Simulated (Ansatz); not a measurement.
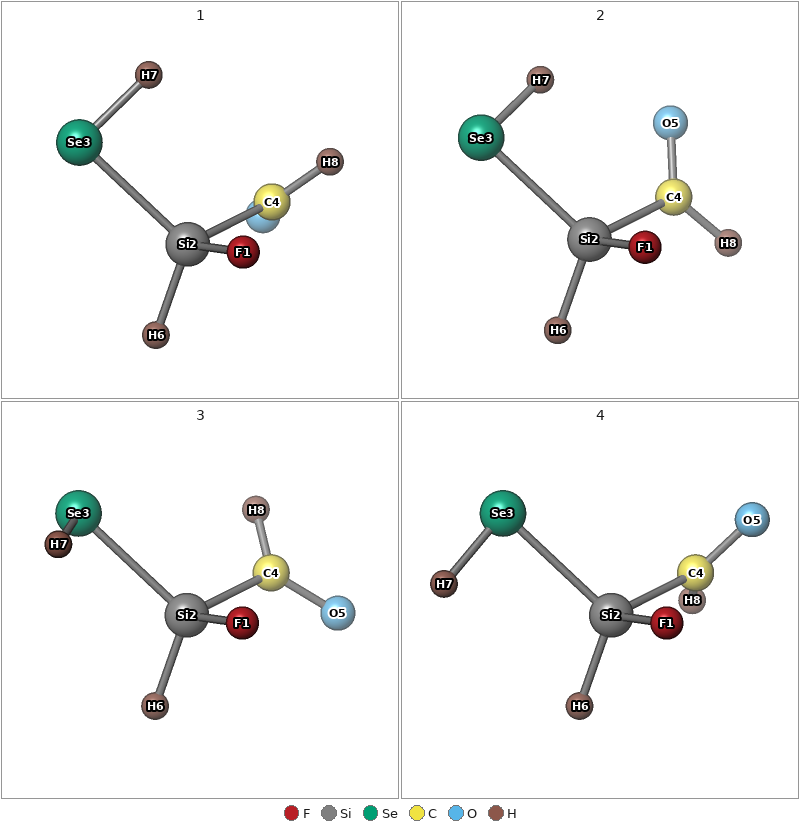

CH₃FOSeSi, SMILES O=C[SiH](F)[SeH]. First axis: dihedral C4–Si2–Se3–H7. Second axis: dihedral Se3–Si2–C4–O5. Nothing is relaxed (all other coordinates rigid). The scan uses a 15 × 15 grid. Points are written as (first, second). All energies are given in meV relative to the lowest grid point. These are results of RKS CAM-B3LYP-D4/def2-SVP (Ansatz 0.2.0), not measurements.

The numbered pictures are structures from this grid.

**Rank them by energy, lowest first.**

2, at (−12°, 12°): 0 meV; 1, at (−36°, −84°): 105 meV; 4, at (156°, 84°): 153 meV; 3, at (−156°, −180°): 195 meV.

The map, with the structures marked:

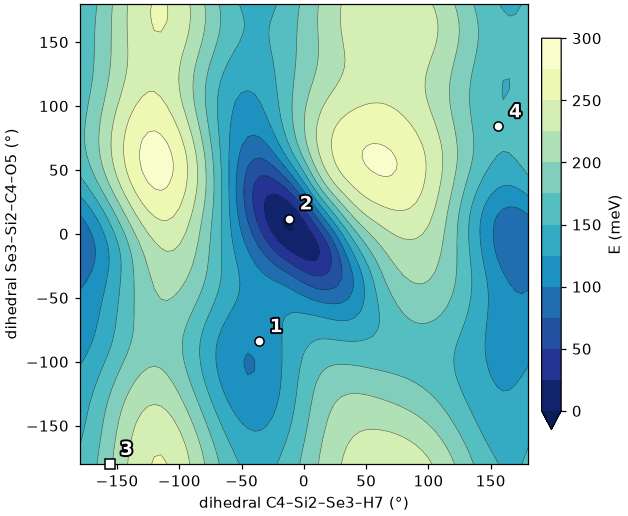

The picture shows filled contours. Between grid points the surface is interpolated.
